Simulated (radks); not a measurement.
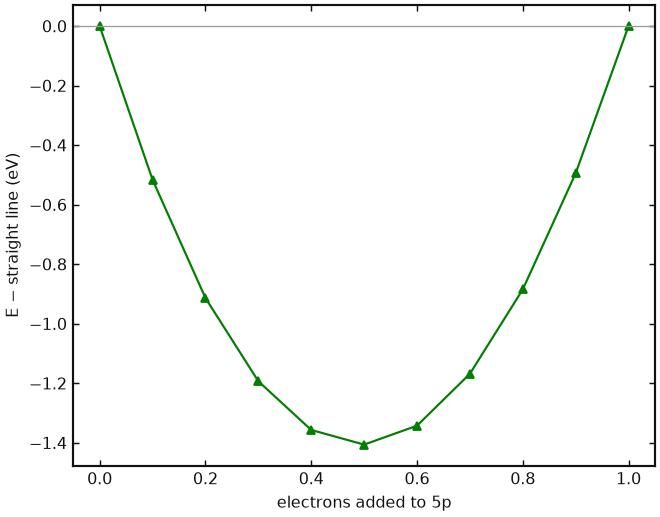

The calculation used the in-house radial solver radks at this level: Dirac Kohn-Sham, BLYP, spin-unpolarised, spherical densities, finite nucleus. The occupation of the 5p shell is varied from Tm⁺ ([Kr] 4d10 4f13 5s2 5p5 6s2 (4f5/2: 6, 4f7/2: 7, 5p1/2: 2, 5p3/2: 3)) to Tm ([Xe] 4f13 6s2 (4f5/2: 6, 4f7/2: 7)), with spherical fractional occupations. The plot shows the total energy less the straight line between the end points.

Question: Is the energy convex or concave in the occupation, and by how much?

Answer: The curve is convex (below the straight line), with the largest deviation among the points computed, −1.41 eV, at 0.5. The end points differ by 30.5 eV, the energy to take the electron out. Convexity is the mark of the delocalisation error, which puts fractional charges too low; for p, d and f shells the spherical spreading of the fraction adds to it. The shell lies under occupied ones, so the straight line is a guide here rather than an exact condition.
